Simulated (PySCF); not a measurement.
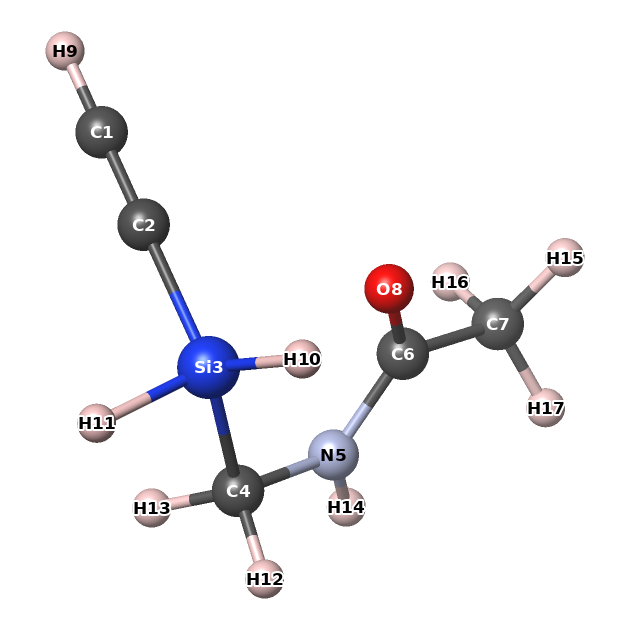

The computed structure is the end point of a GFN2-xTB optimisation. No frequency run is at hand to confirm it as a minimum. Electric field gradients from the ground-state density, PBE0/pcSseg-1 (PySCF 2.14.0), non-relativistic apart from any core potentials.

Give the largest field-gradient component, the quadrupole coupling constant and the asymmetry for 14N at N5 (Q = 20.44 mb), 17O at O8 (Q = −25.6 mb), 2H at H9 (Q = 2.86 mb), 2H at H10 (Q = 2.86 mb).

```csv
atom,V_zz (a.u.),e²qQ/h (MHz),η
N5,−0.942,−4.53,0.08
O8,−1.315,7.91,0.32
H9,0.389,0.261,0.01
H10,0.168,0.113,0.06
```

The geometry is semi-empirical. Around Si such bond lengths and angles can be off by a tenth of an ångström or more and by several degrees, and values that hang on the shape move with them.
